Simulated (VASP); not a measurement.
Band structure of MgO (relaxed from the wurtzite structure, space group P6_3mc). Calculation: PBEsol GGA, VASP's PBE PAW potentials (set 64) (plane waves; VASP 6.6.1).

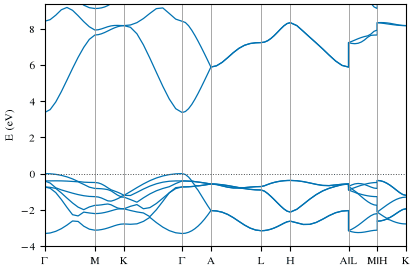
Figure: Bands along high-symmetry lines, zero at the valence-band maximum or, without a gap, the Fermi level

Q: Read the plot: is there a gap, and where are the band edges?

A: The gap is direct, 3.37 eV, from the valence maximum at Γ to the conduction minimum at Γ. (Edges off the drawn lines would not show.)

The structure was generated: MgO was put into the wurtzite type (P6_3mc), which need not be its known phase. It was relaxed first, which changed the volume by -13 %.
